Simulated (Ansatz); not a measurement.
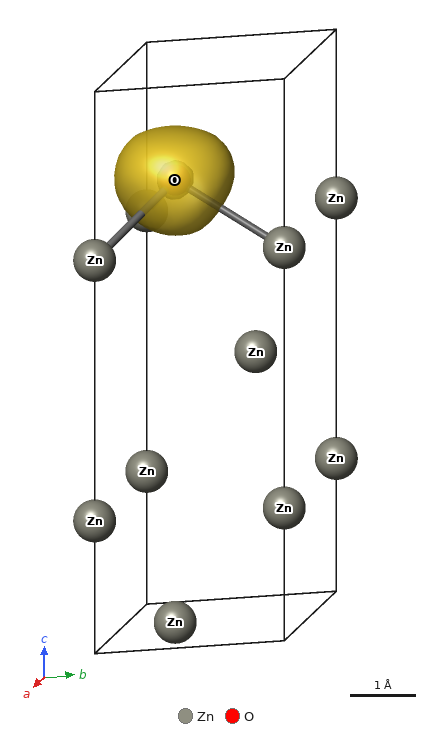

Zn₄O. Isosurface of the electron localisation function at 0.6 (yellow), seen slightly off an axis. Only the valence region is drawn (cores and ρ < 0.01 e/Å³ removed). Sticks mark near contacts.

Space group P3m1; a generated structure, not necessarily the stable one; computed pressure about −4 GPa in this cell.

Theory: Ansatz 0.2.0, DFT r2SCAN, scalar-relativistic, plane waves, PAW.

In a PAW calculation such maps are meaningful between the atoms, not at the nuclei.

Q: Where are the electrons localised?

A: The ELF exceeds this value in one region wrapped around O (its valence shell), counted in one cell of 5 atoms. Any copies at cell faces, edges or corners count once. Along the contacts the grid gives the following. Zn–O (1.92 Å): the ELF peaks at about 0.85 in the valence shell of O, 0.6 Å from its nucleus, and is about 0.30 at the midpoint (no shared electron pair shows on this line). Zn–O (2.00 Å): the ELF peaks at about 0.85 in the valence shell of O, 0.6 Å from its nucleus, and is about 0.25 at the midpoint; no localised pair shows between them.
